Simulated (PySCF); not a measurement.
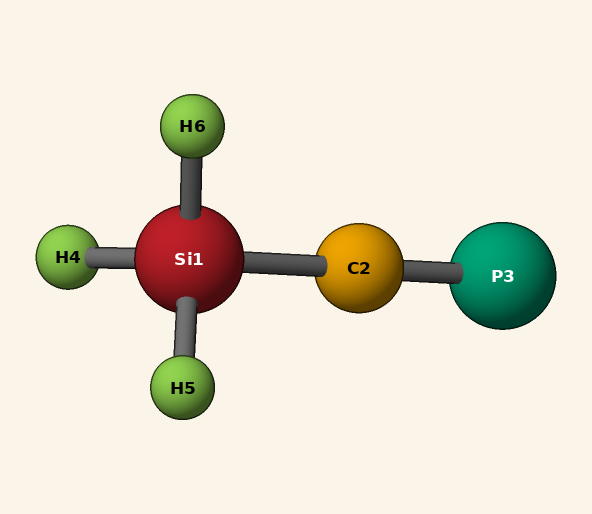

The computed structure is the end point of a GFN2-xTB optimisation. No frequency run is at hand to confirm it as a minimum. Method: GIAO PBE0/pcSseg-1 NMR shielding, non-relativistic, gas phase (PySCF 2.14.0). Principal shieldings σ11 ≤ σ22 ≤ σ33, span Ω = σ33 − σ11, skew κ = 3(σiso − σ22)/Ω.

Give the shielding tensors of the Si atoms.

```json
{"atom": "Si1", "σ11": "436.3", "σ22": "436.4", "σ33": "463.5", "σiso": "445.4", "Ω": "27.2", "κ": "0.99"}
```

Shieldings and span in ppm.

The geometry is semi-empirical. Around P, Si such bond lengths and angles can be off by a tenth of an ångström or more and by several degrees, and values that hang on the shape move with them.
